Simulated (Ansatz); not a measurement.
Breaking the Si2–Cl1 bond in Cl2H2Si (SMILES Cl[SiH2]Cl) (multiplicity 1 held, fragments rigid). Energies count from the point at 2.052 Å.
Geometry at that point (charge 0, multiplicity 1):
```xyz
5

Cl    -1.67607     0.43374    -0.00367
Si    -0.01147    -0.76596     0.02371
Cl     1.68829     0.38282    -0.02160
H     -0.01655    -1.54121     1.27269
H     -0.03073    -1.61676    -1.17494
```

Restricted levels (R-, RO-) in cc, def2 and unpolarised 6-31G sets keep to the state of the molecule at rest. Unrestricted levels (U-) break spin symmetry where that is lower. Active spaces are followed from a long bond inwards. Curves can end on different states.

Frozen-core correlation.

The values were computed with Ansatz (Gaussian orbitals). Each number belongs to the level named beside it.

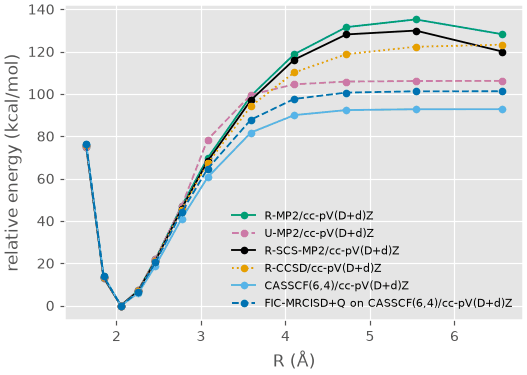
*Relative energy along the coordinate*

Q: Read off the U-MP2/cc-pV(D+d)Z curve at R = 3.078.

A: about 78 kcal/mol

Doubts at one or more of the structures used: a restricted determinant that unrestricted orbitals would lower (R-MP2/cc-pV(D+d)Z, R-SCS-MP2/cc-pV(D+d)Z, R-CCSD/cc-pV(D+d)Z); a spin-contaminated determinant (U-MP2/cc-pV(D+d)Z); other coupled-cluster roots lie near (R-CCSD/cc-pV(D+d)Z); T1 above 0.05 (R-CCSD/cc-pV(D+d)Z); active orbitals that take no part (CASSCF(6,4)/cc-pV(D+d)Z, FIC-MRCISD+Q on CASSCF(6,4)/cc-pV(D+d)Z).

Ansatz is a first-principles code.
